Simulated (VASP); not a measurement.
Band structure of Tl (hcp). Level of theory: PBEsol GGA with spin-orbit coupling, VASP's PBE PAW potentials (set 64) (plane waves; VASP).

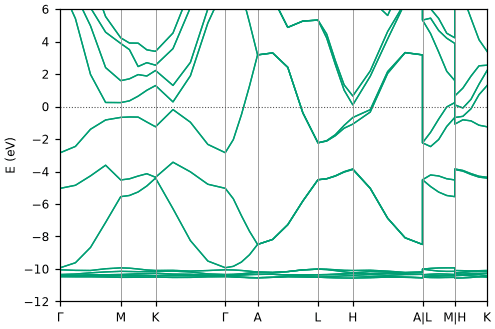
Figure: Bands along high-symmetry lines, zero at the valence-band maximum or, without a gap, the Fermi level

Task: Read the plot: is there a gap, and where are the band edges?

Result: It has no gap at this level: it comes out as a metal or semimetal.

The compound is Tl in the hcp structure. It was relaxed first.
